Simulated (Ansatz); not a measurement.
The compound is CeO2 (Fm-3m).

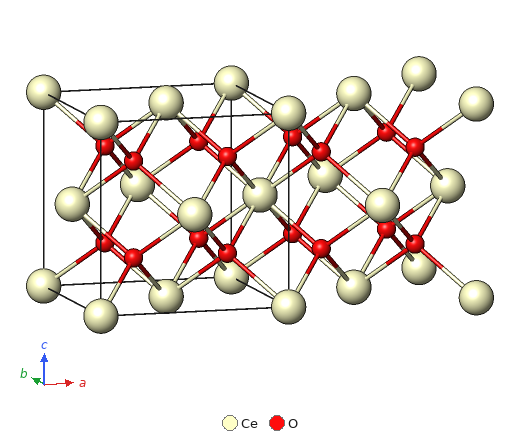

The structure (cerium light yellow, oxygen red). 2×1×1 conventional cells are drawn. Some periodic images of atoms are drawn too.

```xyz
3
Lattice="-2.7037 -2.7037 0.0000 -2.7037 0.0000 -2.7037 0.0000 -2.7037 -2.7037" Properties=species:S:1:pos:R:3 pbc="T T T"
Ce    0.0000    0.0000    0.0000
O    -1.3518   -1.3518   -1.3518
O    -4.0555   -4.0555   -4.0555
```

The cell and positions come from the Crystallography Open Database and are kept as given unless a step says otherwise. The program's search for lower electronic states was switched off, so nothing shows that the state found is the lowest. Spin-orbit coupling is left out unless a run names it. PAW set soft_2, made with PBE.

A constrained-RPA run (Ansatz 0.2.0; non-magnetic PBE; Ce f, bands c1 to c7, 6×6×6 mesh, medium accuracy) builds 7 functions on bands 1.3 eV wide, with 0.0 electrons in the window. The bare on-site interaction is 23.3 eV and the bare J 0.63 eV.

Q: What U and J survive the screening?

On the Ce f shell, U = 3.55 eV (15 % of the bare value), U′ = 2.55 eV, J = 0.47 eV.

The parent state is non-magnetic and the interaction static (zero frequency); U depends on the window and the orbitals, so it belongs to this model alone.

[Paths, hosts, dates, memory and timing lines, banners, echoed tables and standing remarks are left out of the program output.]

[Logs are printed without paths, hosts, clocks, repeated set-up lines and the standing remarks that a program may print on its own settings, such as how far it seeks lower states.]

[Runs of the session that timed out or met a known fault of the program may be left out.]

[Hosts, paths, dates, database ids (printed as entryN), source tags and the programs' standing remarks are cut or masked in the printed files.]
